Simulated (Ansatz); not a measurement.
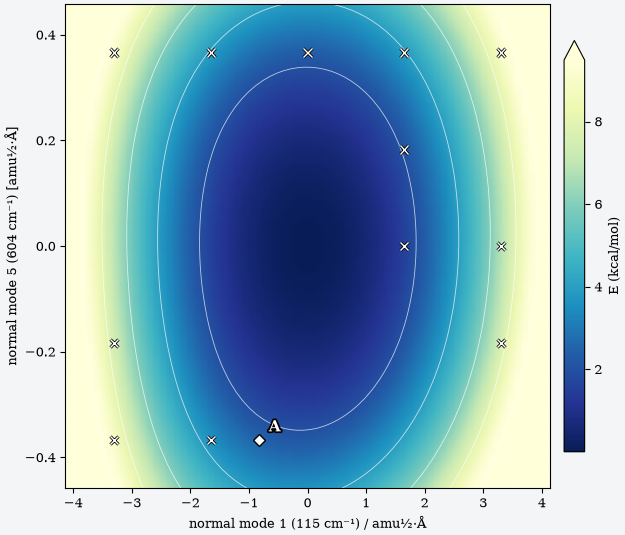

ClGaHS, SMILES [S][GaH][Cl], spin multiplicity 2. The first coordinate is: normal mode 1 (115 cm⁻¹); the second: normal mode 5 (604 cm⁻¹). Nothing is relaxed (straight displacements along the two mass-weighted modes). The grid has 11 × 11 points. At 12 points there is no value. Energies are in kcal/mol, from the lowest grid point. All numbers below come from UKS CAM-B3LYP-D4/def2-SVP (Ansatz 0.2.0).

The picture shows a smooth colour map with a few white contour lines, crosses at grid points without a value, one colour for all values above the top of the scale, the point A. Between grid points the surface is interpolated.

> Is A at rest? If not, where is it pushed?

A, at normal mode 1 (115 cm⁻¹) = −0.83 amu½·Å, normal mode 5 (604 cm⁻¹) = −0.366 amu½·Å, is not a stationary point. The computed force is 0.82 kcal/mol for each amu½·Å towards larger values of normal mode 1 (115 cm⁻¹) and 12 kcal/mol for each amu½·Å towards larger values of normal mode 5 (604 cm⁻¹).
